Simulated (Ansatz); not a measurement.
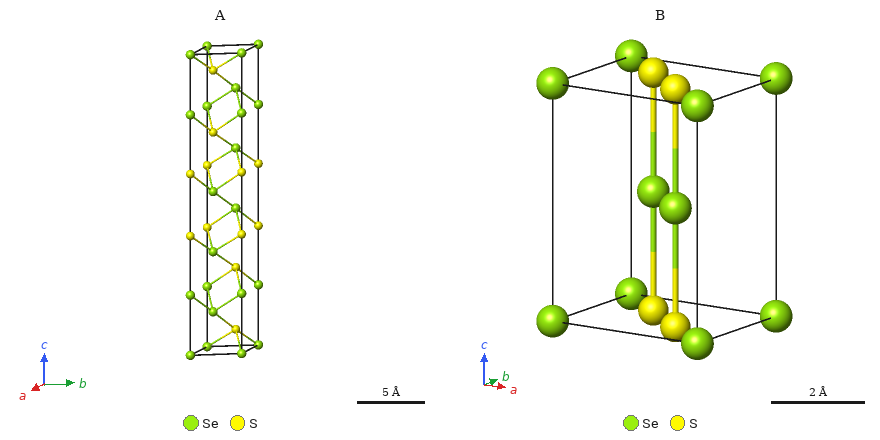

Two structures of Se$_{3}$S$_{2}$, each relaxed to rest (conventional cells in solid outline, small ones repeated, not to one scale). Method: Ansatz, DFT PBE, scalar-relativistic, plane waves, PAW, without spin polarisation.

### Identify the two structures.

A: 15 atoms a cell on a rhombohedral (trigonal R) lattice, R-3m. B: 5 atoms a cell on a primitive hexagonal lattice, P6/mmm.

### Which is the more stable form at this level of theory?

A is lower, by 257 meV/atom at this level of theory (energies at zero smearing). Volumes: A 20.5, B 21.3 Å³/atom.

One or both may be structure types tried for this composition rather than known phases.
